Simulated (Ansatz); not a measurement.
**Free-standing square Gd monolayer, spacing 4.32 Å: energy against the total moment**

Aim: the energy of a free-standing square Gd monolayer, spacing 4.32 Å as its total moment is fixed at a series of values, and its answer to a field.

Main program and level: Ansatz 0.2.0; PBE with U = 6 eV on Gd f, PAW set soft_2.

### Step 1. The structure

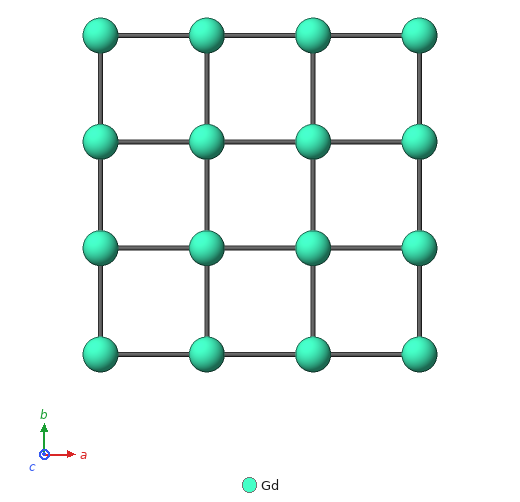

Start, viewed from above; gadolinium teal. 3×3×1 cells are drawn. Some periodic images of atoms are drawn too.

The cell holds 1 atom: 1 Gd. Its edges and angles: a = 4.320 Å, b = 4.320 Å, c = 14.000 Å, α = 90.0°, β = 90.0°, γ = 90.0°. An idealised lattice of chosen spacing, in vacuum. Vacuum lies along c.

### Step 2. The collinear state

First a free collinear run, to see which state the typed moments lead to.

input.yaml

```yaml
crystal:
  lattice:
    - [4.32, 0.0, 0.0]
    - [0.0, 4.32, 0.0]
    - [0.0, 0.0, 14.0]
  atoms:
    - { symbol: Gd, position: [0.0, 0.0, 0.5], spin: 7.0 }
magnetization:
  spin_polarized: true
kpoints:
  mp_grid: { grid: [5, 5, 1] }
hamiltonian:
  xc: pbe
  hubbard: { sites: [{ species: Gd, l: f, u_eff: 6.0 }] }
scf:
  occupations: { method: fermi_dirac, width: 0.1 }
  max_iter: 120
  convergence: { dr2_threshold: 1.0e-08 }
output:
  write_density: true
  write_potential: true
  elf: true
  volumetric_format: npy
```

Started as:

```console
$ ansatz run input.yaml --threads 1 --pin off --max-ram 2048MiB --backend cpu --events-out ev --progress --plain --runs-dir out
```

Numbers of over 12 decimals in the logs are rounded to 6 here.

The log of the run:

```text
Gd: projections on atomic orbitals take those of the free atom [Kr 4d10] 4f7 5s2 5p6 5d1 6s2, of charge +0.00 (hamiltonian.pseudopotentials.projection_atoms); the dataset's partial waves leave at most 2.5e-4 of an orbital's norm unspanned inside its sphere
Engine: ansatz 0.2.0, x86_64-unknown-linux-gnu
Pseudopotentials: kind: paw
Pseudopotential: Gd, paw, valence charge 18, recommended cutoff 420 eV (normal), Gd.paw.azcp
Functional definition: PBE
  parameter kappa = 0.804
  parameter beta = 0.066725
  exchange = pbe_x(kappa = kappa, mu = beta*pi^2/3)
  correlation = pbe_c(beta = beta)
Crystal: 1 atoms, lattice volume = 261.274 Å³
Basis set: ecut = 420 eV, 5095 PW (Γ)
Bands: 17, of which v1, the nominal top of the filled ones, is band 9 counted from 1 (8 counted from 0)
Symmetry: 16 space group operations
Space group: P4/mmm (ITA 123), of the structure as read, at distance tolerance 6.4e-5 Å
Magnetic group: BNS 123.339 (UNI 999), of the structure as read, at distance tolerance 6.4e-5 Å
k-points: 6 of 25
Non-local potential: Gd, projectors of the file, l = 0: 3, l = 1: 2, l = 2: 2, l = 3: 3
PAW form: soft (Blöchl's): semilocal exchange-correlation on the pseudo side does not see the compensation charge
PAW one-centre angular grid: Gd, 590 points (default); XC on 64 Gauss nodes
Initial density: superposition of atomic densities (neutral atoms: chi_scale 0, normalization atom)
Starting moments: Σ|m| = 7 μB on 1 of 1 site
Initial wavefunctions: pseudopotential atomic-orbital guess
Functional: x = pbe(κ = 0.804, μ = 0.219515), c = pbe(β = 0.066725)
SCF iter   1: F=—  HF=-9329.038024 eV  |F-HF|=—  |Δ(HF+E_count)|=         —  Δρ=1.19e-2 (↑8.39e-3 ↓1.19e-2)  dr2=6.25e-1  dr2_m=1.99e-1  M=7.622 μB ∫|m|=7.622 μB  β_m=0.30  ethr=3.10e-3  ⟨swp⟩=5.1  Hψ=932  notcnv=0
Mixer restart at iter 1: flushing history
preconditioner: auto → none  [metal: Δε(μ)=0.105 eV  Ē_g=8.290 eV  σ=0.100 eV  W_gap=0.25  n_scr=26 (ndim 8)  ℏωp=7.3 eV  f_vac=0.612  D(μ)=5.36/eV (n_scr^D=28)  sad-step TF]
SCF iter   2: F=—  HF=-9329.111235 eV  |F-HF|=—  |Δ(HF+E_count)|=   7.32e-2  Δρ=1.04e-2 (↑6.53e-3 ↓1.04e-2)  dr2=4.30e-1  dr2_m=1.39e-1  M=7.760 μB ∫|m|=7.760 μB  β_m=0.47  ethr=3.10e-3  ⟨swp⟩=1.3  Hψ=310  notcnv=0
SCF iter   3: F=—  HF=-9329.429809 eV  |F-HF|=—  |Δ(HF+E_count)|=   3.19e-1  Δρ=3.36e-3 (↑3.36e-3 ↓3.29e-3)  dr2=2.75e-2  dr2_m=2.31e-2  M=8.196 μB ∫|m|=8.197 μB  β_m=0.57  ethr=2.39e-3  ⟨swp⟩=3.4  Hψ=439  notcnv=0
SCF iter   4: F=—  HF=-9329.517811 eV  |F-HF|=—  |Δ(HF+E_count)|=   8.80e-2  Δρ=1.90e-3 (↑1.15e-3 ↓1.90e-3)  dr2=7.19e-3  dr2_m=2.54e-3  M=8.391 μB ∫|m|=8.392 μB  β_m=0.61  ethr=1.53e-4  ⟨swp⟩=1.9  Hψ=344  notcnv=0
SCF iter   5: F=—  HF=-9329.536270 eV  |F-HF|=—  |Δ(HF+E_count)|=   1.85e-2  Δρ=7.49e-4 (↑7.18e-4 ↓7.49e-4)  dr2=1.55e-3  dr2_m=8.26e-4  M=8.411 μB ∫|m|=8.412 μB  β_m=0.80  ethr=3.99e-5  ⟨swp⟩=2.0  Hψ=382  notcnv=0
SCF iter   6: F=—  HF=-9329.540333 eV  |F-HF|=—  |Δ(HF+E_count)|=   4.06e-3  Δρ=3.62e-4 (↑3.62e-4 ↓2.37e-4)  dr2=5.44e-4  dr2_m=1.35e-4  M=8.413 μB ∫|m|=8.413 μB  β_m=0.83  ethr=8.61e-6  ⟨swp⟩=2.6  Hψ=370  notcnv=0
SCF iter   7: F=—  HF=-9329.540810 eV  |F-HF|=—  |Δ(HF+E_count)|=   4.77e-4  Δρ=1.38e-4 (↑1.38e-4 ↓1.04e-4)  dr2=3.57e-5  dr2_m=2.71e-5  M=8.408 μB ∫|m|=8.408 μB  β_m=0.92  ethr=3.02e-6  ⟨swp⟩=2.2  Hψ=324  notcnv=0
SCF iter   8: F=—  HF=-9329.541029 eV  |F-HF|=—  |Δ(HF+E_count)|=   2.20e-4  Δρ=9.98e-5 (↑6.78e-5 ↓9.98e-5)  dr2=2.62e-5  dr2_m=1.02e-5  M=8.409 μB ∫|m|=8.409 μB  β_m=0.96  ethr=1.98e-7  ⟨swp⟩=2.4  Hψ=337  notcnv=0
SCF iter   9: F=—  HF=-9329.541112 eV  |F-HF|=—  |Δ(HF+E_count)|=   8.30e-5  Δρ=2.52e-5 (↑2.52e-5 ↓1.89e-5)  dr2=1.33e-6  dr2_m=8.92e-7  M=8.407 μB ∫|m|=8.407 μB  β_m=0.96  ethr=1.46e-7  ⟨swp⟩=2.4  Hψ=334  notcnv=0
SCF iter  10: F=—  HF=-9329.541121 eV  |F-HF|=—  |Δ(HF+E_count)|=   8.81e-6  Δρ=1.24e-5 (↑5.41e-6 ↓1.24e-5)  dr2=2.54e-7  dr2_m=1.43e-7  M=8.407 μB ∫|m|=8.407 μB  β_m=0.98  ethr=7.38e-9  ⟨swp⟩=2.9  Hψ=342  notcnv=0
SCF iter  11: F=—  HF=-9329.541123 eV  |F-HF|=—  |Δ(HF+E_count)|=   1.35e-6  Δρ=5.22e-6 (↑4.69e-6 ↓5.22e-6)  dr2=1.35e-7  dr2_m=3.79e-8  M=8.407 μB ∫|m|=8.407 μB  β_m=0.99  ethr=1.41e-9  ⟨swp⟩=2.3  Hψ=331  notcnv=0
SCF iter  12: F=—  HF=-9329.541123 eV  |F-HF|=—  |Δ(HF+E_count)|=   3.60e-7  Δρ=2.53e-6 (↑2.53e-6 ↓1.65e-6)  dr2=2.95e-8  dr2_m=7.22e-9  M=8.407 μB ∫|m|=8.407 μB  β_m=0.94  ethr=7.50e-10  ⟨swp⟩=2.4  Hψ=327  notcnv=0
SCF iter  13: F=-9329.541123 eV  HF=-9329.541123 eV  |F-HF|=5.44e-10  |Δ(HF+E_count)|=   7.54e-8  Δρ=3.85e-7 (↑3.85e-7 ↓3.13e-7)  dr2=5.12e-10  dr2_m=1.48e-10  M=8.407 μB ∫|m|=8.407 μB  ethr=5.56e-11  ⟨swp⟩=1.6  Hψ=621  notcnv=0
SCF 1 converged in 13 iterations: F = -9329.541123 eV  dr2 = 5.12e-10
  greatest PAW one-centre occupation: 0.999 electrons in one spin orbital (limit 2), on the Gd atom at site 0 (counted from 0), in its partial waves of l = 0
the search or the solves at the SCF's close seem to have found levels that the self-consistency loop had missed (the run counts 1). By its estimate they hold 1.03e-7 electrons. The energies and the density leave them out; if the run goes on with those levels, later outputs use occupations computed again with them
WARN: The output density's exchange-correlation potential varies sharply where the density is thin. Do not read a vacuum level from v_tot or v_xc, or from such a field of the output density. On a cell that repeats whose density bears no net charge and no dipole along the vacuum's axis use v_es (v_loc + v_h of the components); under efield.dipole_correction with no amplitude use v_es + v_field, which holds any externa [...]
SCF converged after 13 iterations
Magnetization: 8.4067 μB (13.2033 up, 4.7967 down)
Absolute magnetization: 8.4067 μB (∫|ρ↑−ρ↓|, with the PAW one-centre terms)
Spin contamination: 0.0110 ħ² per cell (⟨S²⟩ above its minimum at these occupations)
Per-site moments (μB) at R_I (Å): [(7.980531, 1.782000)]
Free energy (F): -9329.541123 eV
Harris-Foulkes:  -9329.541123 eV  (|F-HF|=5.44e-10)
Internal energy: -9329.409289 eV  (E = F + TS)
E sigma→0 (E₀):  -9329.475206 eV
Entropy (-TS):   -0.131834 eV (-131.834 meV/atom)
Fermi energy:    -0.971032 eV
--- Per-component energies (eV) ---
  E_band       = -320.984849
  E_kinetic    = 397.325291
  E_local      = -5490.805541  (includes V_loc(G=0)·N_el)
  E_nonlocal   = 286.612797
  E_hartree    = 2428.075022
  E_xc         = -229.086244
  E_vxc        = -247.230862  (∫ρ·V_xc dr)
  E_hubbard    = 0.007083  (on-site DFT+U / exact-exchange correction)
  E_vhub       = -20.984361  (the Hubbard potential's part of the band-sum identity)
  E_paw        = -6447.997095  (= ΣΔE_a)
  E_vpaw       = -102.050956  (= ΣTr[D̂ρ^β])
  E_aug_tail   = 0.000000  (compensation charges beyond the density's cutoff)
  E_ewald      = -273.540601
  E_smearing   = -0.131834  (= −TS)
  E_closure    = 0.000000  (closes the sum)
  Σ components = -9329.541123   (vs F -9329.541123, Δ=0.00e0)
--- Band table (eV; the first three rows and the last of 12) ---
  k-point 0 ↑: bands = [... 5 lower, -11.0317, -11.0317, -11.0009, -10.9948, -10.9265, -10.9265, -3.7856, -1.5497, ... 4 higher]
  k-point 1 ↑: bands = [... 5 lower, -11.0342, -11.0315, -10.9989, -10.9955, -10.9302, -10.9237, -3.3920, -1.3572, ... 4 higher]
  k-point 2 ↑: bands = [... 5 lower, -11.0383, -11.0311, -10.9967, -10.9955, -10.9360, -10.9193, -2.5600, -1.2240, ... 4 higher]
  k-point 5 ↓: bands = [... 5 lower, 0.1510, 0.2569, 0.3660, 0.3660, 0.3667, 0.3839, 0.4312, 0.4914, ... 4 higher]
Occupation matrices written to <dir>
```

Wall time 5.8 s (1 thread of Intel Xeon Platinum 8259CL at 2.50GHz (Skylake/Cascade Lake), shared host); peak memory 0.47 GiB.

Spin moment in the atom's sphere by atom:

| atom | spin moment in the atom's sphere (μB) |
| --- | --- |
| Gd1 | 7.98 |

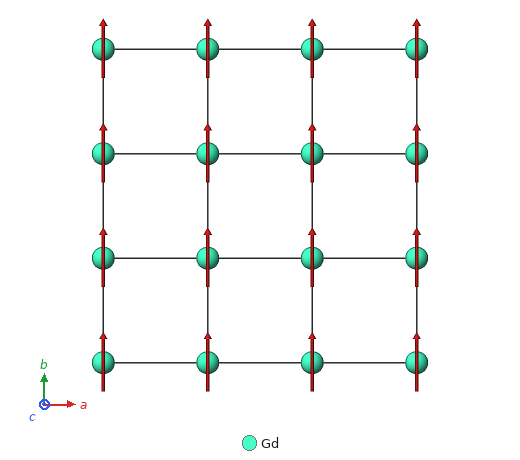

Spin moment in the atom's sphere as arrows, the longest 7.98 μB. Up and down stand for the sign. Arrows give size and sign along the axis of quantisation, drawn up and down the page. 3×3×1 cells are drawn. Some periodic images of atoms are drawn too.

The run ends ferromagnetic, with a net moment of 8.41 μB a cell. With one Gd atom carrying the moment, parallel order of its images is forced by the cell, not found.

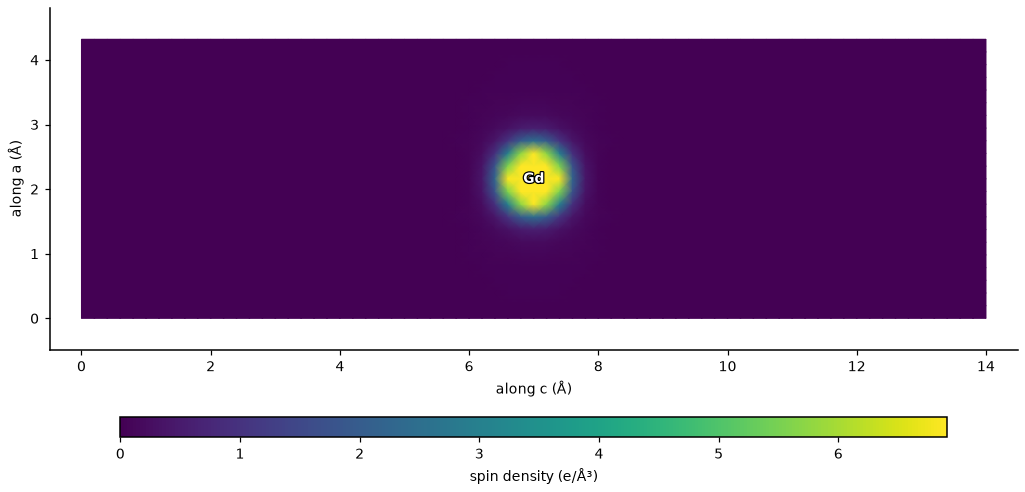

Spin density in the ca plane at fractional y = 0.000, with atoms of Gd within 0.2 Å of it. The map starts off the cell's origin, so that atoms lie inside it.

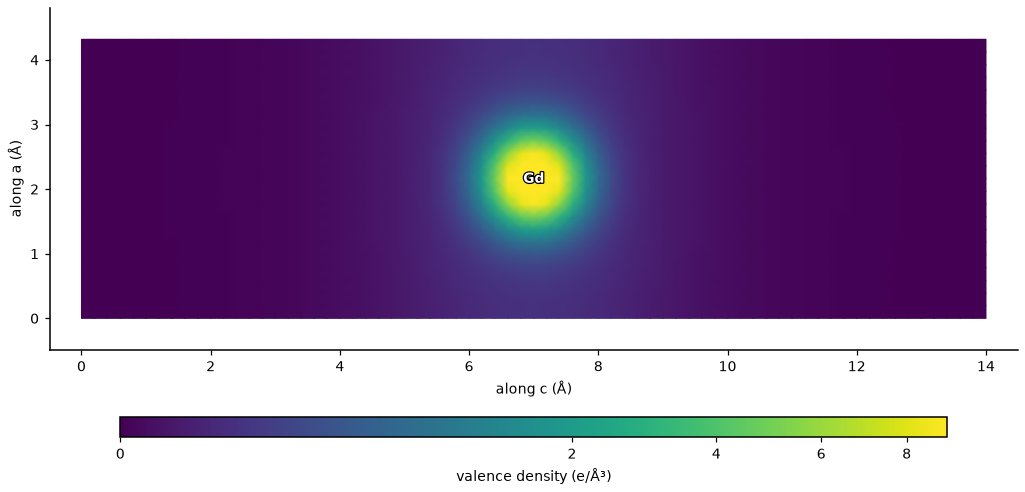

Valence density in the ca plane at fractional y = 0.000, with atoms of Gd within 0.2 Å of it. It is the smooth field of the valence electrons, not physical close to the nuclei. The map starts off the cell's origin, so that atoms lie inside it. The colour scale is stretched toward low values.

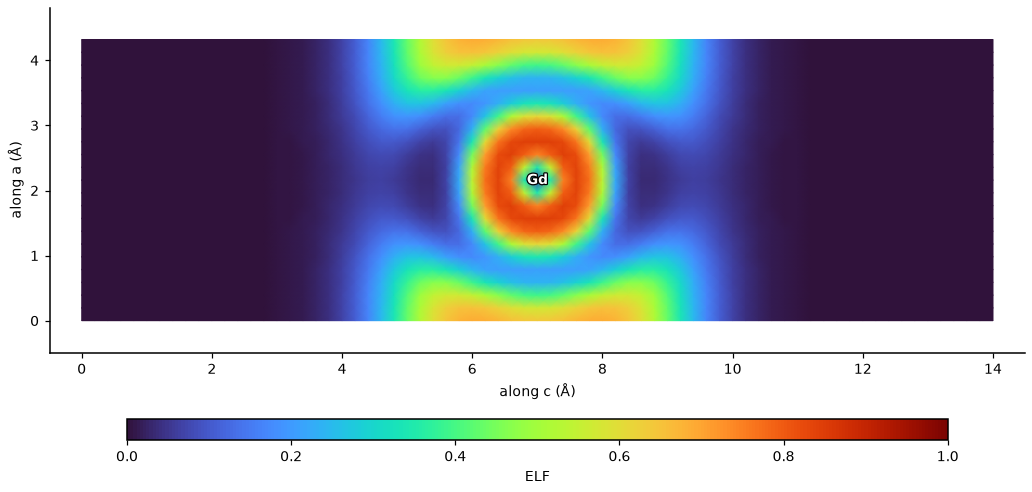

ELF in the ca plane at fractional y = 0.000, with atoms of Gd within 0.2 Å of it. It is the smooth field of the valence electrons, not physical close to the nuclei. The map starts off the cell's origin, so that atoms lie inside it.

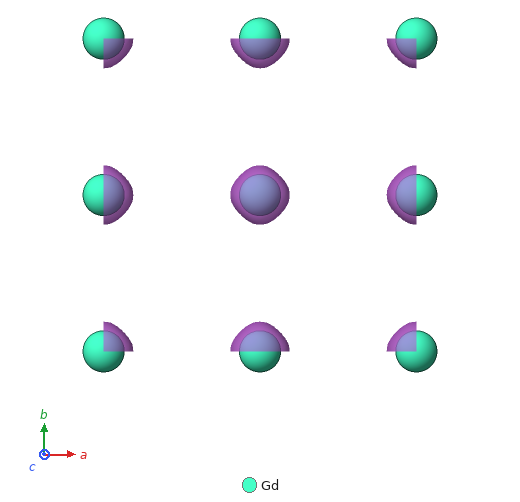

Surface of ELF = 0.77. 2×2×1 cells are drawn.

### Step 3. Without spin

The state without spin is the zero of E(M).

input.yaml, the sections that differ from step 2:

```yaml
crystal:
  lattice:
    - [4.32, 0.0, 0.0]
    - [0.0, 4.32, 0.0]
    - [0.0, 0.0, 14.0]
  atoms:
    - { symbol: Gd, position: [0.0, 0.0, 0.5] }
basis:
  ecutwfc: 420.0
output:
  eigenvalues: true
# kpoints, hamiltonian, scf: as in step 2
# magnetization: removed
```

The log of the run:

```text
Gd: projections on atomic orbitals take those of the free atom [Kr 4d10] 4f7 5s2 5p6 5d1 6s2, of charge +0.00 (hamiltonian.pseudopotentials.projection_atoms); the dataset's partial waves leave at most 2.5e-4 of an orbital's norm unspanned inside its sphere
band count auto-derived: 16, from the close of a first SCF at 13 (N_el = 18.0; filled up to band 9; 13 by the electrons, moments and atoms)
Engine: ansatz 0.2.0, x86_64-unknown-linux-gnu
Pseudopotentials: kind: paw
Pseudopotential: Gd, paw, valence charge 18, recommended cutoff 420 eV (normal), Gd.paw.azcp
Functional definition: PBE
  parameter kappa = 0.804
  parameter beta = 0.066725
  exchange = pbe_x(kappa = kappa, mu = beta*pi^2/3)
  correlation = pbe_c(beta = beta)
Crystal: 1 atoms, lattice volume = 261.274 Å³
Basis set: ecut = 420 eV, 5095 PW (Γ)
Bands: 13, of which v1, the nominal top of the filled ones, is band 9 counted from 1 (8 counted from 0)
Symmetry: 16 space group operations
Space group: P4/mmm (ITA 123), of the structure as read, at distance tolerance 6.4e-5 Å
k-points: 6 of 25
Non-local potential: Gd, projectors of the file, l = 0: 3, l = 1: 2, l = 2: 2, l = 3: 3
PAW form: soft (Blöchl's): semilocal exchange-correlation on the pseudo side does not see the compensation charge
PAW one-centre angular grid: Gd, 590 points (default); XC on 64 Gauss nodes
Initial density: superposition of atomic densities (neutral atoms: chi_scale 0, normalization atom)
Initial wavefunctions: pseudopotential atomic-orbital guess
Functional: x = pbe(κ = 0.804, μ = 0.219515), c = pbe(β = 0.066725)
SCF iter   1: F=—  HF=-9317.710096 eV  |F-HF|=—  |Δ(HF+E_count)|=         —  Δρ=1.38e-1  dr2=5.08e1  ethr=3.10e-3  ⟨swp⟩=4.3  Hψ=353  notcnv=0
preconditioner: auto → LDOS  [insulator: Δε(μ)=0.466 eV  Ē_g=2.673 eV  σ=0.100 eV  W_gap=0.66  n_scr=26 (ndim 8)  ℏωp=7.3 eV  f_vac=0.612  D(μ)=28.54/eV (n_scr^D=366)  ε∞_Penn≈8.4  β→1.0]
SCF iter   2: F=—  HF=-9354.453196 eV  |F-HF|=—  |Δ(HF+E_count)|=    3.67e1  Δρ=4.35e-1  dr2=5.58e2  ethr=3.10e-3  ⟨swp⟩=14.2  Hψ=612  notcnv=0  defer=7  recentre
SCF iter   3: F=—  HF=-9313.998100 eV  |F-HF|=—  |Δ(HF+E_count)|=    4.05e1  Δρ=1.85e-2  dr2=1.41e0  ethr=3.10e-3  ⟨swp⟩=4.8  Hψ=344  notcnv=1  defer=1
SCF iter   4: F=—  HF=-9316.396728 eV  |F-HF|=—  |Δ(HF+E_count)|=    2.40e0  Δρ=1.19e-1  dr2=4.10e1  ethr=3.10e-3  ⟨swp⟩=4.5  Hψ=282  notcnv=0  recentre
SCF iter   5: F=—  HF=-9314.859947 eV  |F-HF|=—  |Δ(HF+E_count)|=    1.54e0  Δρ=6.97e-2  dr2=1.37e1  ethr=3.10e-3  ⟨swp⟩=4.2  Hψ=245  notcnv=0
SCF iter   6: F=—  HF=-9314.825710 eV  |F-HF|=—  |Δ(HF+E_count)|=   3.42e-2  Δρ=7.51e-2  dr2=1.70e1  ethr=3.10e-3  ⟨swp⟩=2.3  Hψ=148  notcnv=0
SCF iter   7: F=—  HF=-9315.929784 eV  |F-HF|=—  |Δ(HF+E_count)|=    1.10e0  Δρ=7.35e-2  dr2=1.51e1  ethr=3.10e-3  ⟨swp⟩=1.8  Hψ=116  notcnv=0
SCF iter   8: F=—  HF=-9316.895560 eV  |F-HF|=—  |Δ(HF+E_count)|=   9.66e-1  Δρ=5.75e-2  dr2=8.91e0  ethr=3.10e-3  ⟨swp⟩=2.3  Hψ=95  notcnv=0
SCF iter   9: F=—  HF=-9316.202202 eV  |F-HF|=—  |Δ(HF+E_count)|=   6.93e-1  Δρ=3.93e-2  dr2=3.51e0  ethr=3.10e-3  ⟨swp⟩=3.5  Hψ=156  notcnv=0
SCF iter  10: F=—  HF=-9314.656157 eV  |F-HF|=—  |Δ(HF+E_count)|=    1.55e0  Δρ=1.78e-2  dr2=5.69e-1  ethr=3.10e-3  ⟨swp⟩=4.0  Hψ=167  notcnv=0  defer=1
[...]
SCF iter 109: F=—  HF=-9317.213107 eV  |F-HF|=—  |Δ(HF+E_count)|=   2.19e-5  Δρ=2.40e-4  dr2=8.87e-5  ethr=3.92e-7  ⟨swp⟩=1.2  Hψ=80  notcnv=0
SCF iter 110: F=—  HF=-9317.213098 eV  |F-HF|=—  |Δ(HF+E_count)|=   9.14e-6  Δρ=2.04e-4  dr2=6.78e-5  ethr=3.92e-7  ⟨swp⟩=1.2  Hψ=79  notcnv=0
SCF iter 111: F=—  HF=-9317.213103 eV  |F-HF|=—  |Δ(HF+E_count)|=   5.06e-6  Δρ=1.95e-4  dr2=7.19e-5  ethr=3.77e-7  ⟨swp⟩=1.3  Hψ=80  notcnv=0
SCF iter 112: F=—  HF=-9317.213041 eV  |F-HF|=—  |Δ(HF+E_count)|=   6.24e-5  Δρ=2.24e-4  dr2=1.05e-4  ethr=3.77e-7  ⟨swp⟩=2.0  Hψ=98  notcnv=0
SCF iter 113: F=—  HF=-9317.213141 eV  |F-HF|=—  |Δ(HF+E_count)|=   9.98e-5  Δρ=2.21e-4  dr2=4.63e-5  ethr=3.77e-7  ⟨swp⟩=2.0  Hψ=108  notcnv=0
SCF iter 114: F=—  HF=-9317.213123 eV  |F-HF|=—  |Δ(HF+E_count)|=   1.72e-5  Δρ=3.63e-4  dr2=7.58e-5  ethr=2.57e-7  ⟨swp⟩=2.2  Hψ=109  notcnv=0  recentre
SCF iter 115: F=—  HF=-9317.213095 eV  |F-HF|=—  |Δ(HF+E_count)|=   2.88e-5  Δρ=1.66e-4  dr2=4.63e-5  ethr=2.57e-7  ⟨swp⟩=2.2  Hψ=113  notcnv=0
SCF iter 116: F=—  HF=-9317.212807 eV  |F-HF|=—  |Δ(HF+E_count)|=   2.88e-4  Δρ=1.58e-4  dr2=3.67e-5  ethr=2.57e-7  ⟨swp⟩=4.7  Hψ=596  notcnv=0
SCF iter 117: F=—  HF=-9317.212896 eV  |F-HF|=—  |Δ(HF+E_count)|=   8.98e-5  Δρ=1.94e-4  dr2=3.82e-5  ethr=2.04e-7  ⟨swp⟩=2.3  Hψ=353  notcnv=0
SCF iter 118: F=—  HF=-9317.212989 eV  |F-HF|=—  |Δ(HF+E_count)|=   9.26e-5  Δρ=3.63e-4  dr2=9.48e-5  ethr=2.04e-7  ⟨swp⟩=2.8  Hψ=394  notcnv=0  recentre
Occupation matrices written to <dir>
Error: did not converge after 118 iterations: onsite_residual = 8.94e-4 (threshold 1.00e-8), under the density mixer `msr1`, which `scf.mixing.algorithm: auto` chose by the deck's other keys (type `scf.mixing.algorithm: msr1` to keep it); raise `scf.max_iter`, which need not help a stalled SCF, or adjust the mixing (`scf.mixing`) or, under a smearing, its width (`scf.occupations.width`, in either direction: another width is another result); of the 120 iterations of `scf.max_iter` 2 are kept for the SCF behind this one; this SCF holds its density and magnetisation to the symmetry operations that it keeps, and cannot end on a state that breaks one of them: [rest of the remark cut]
```

Wall time 15 s (1 thread); peak memory 0.39 GiB.

The run ended without a converged, accepted state, and no result is taken from it.

(Continued in part 2 of 2.)

[Logs and program files are shortened in this print: banners, set-up blocks, solver, clock and traceback lines can be left out without a mark of their own.]

[Logs are printed without paths, hosts, clocks, repeated set-up lines and the standing remarks that a program may print on its own settings, such as how far it seeks lower states.]

[Hosts, paths, dates, database ids (printed as entryN), source tags and the programs' standing remarks are cut or masked in the printed files.]
